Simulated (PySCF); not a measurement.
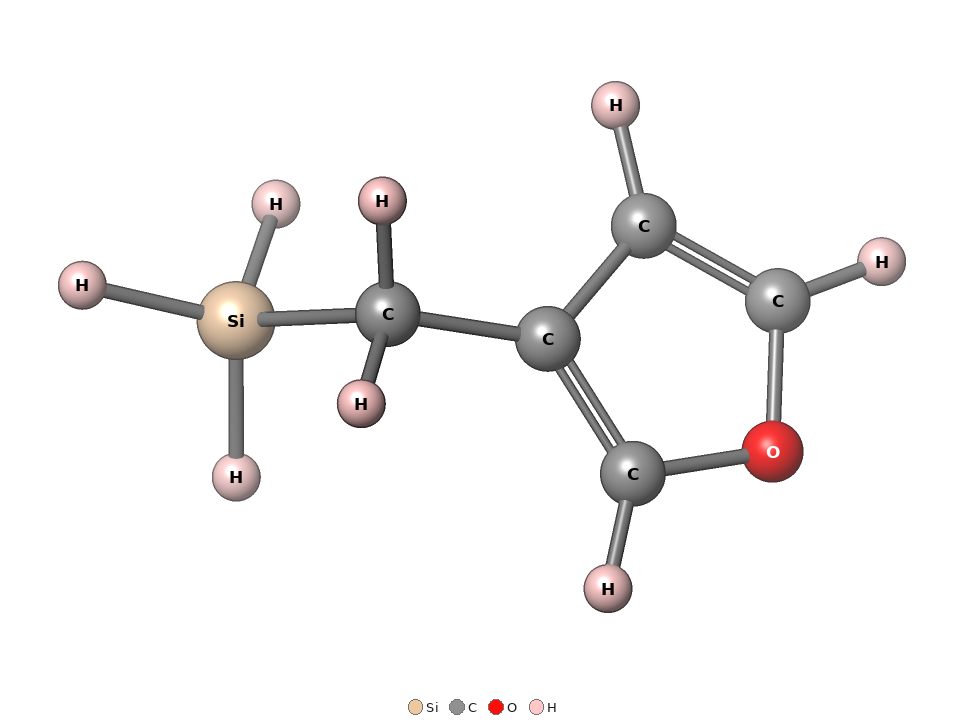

Orthographic view. Depth is shown by fading: the farther an atom, the more it takes the colour of the background. Computed geometry: GFN2-xTB optimisation. No frequency run is at hand to confirm it as a minimum.

Write the InChI string.

InChI=1S/C5H8OSi/c7-4-5-1-2-6-3-5/h1-3H,4H2,7H3
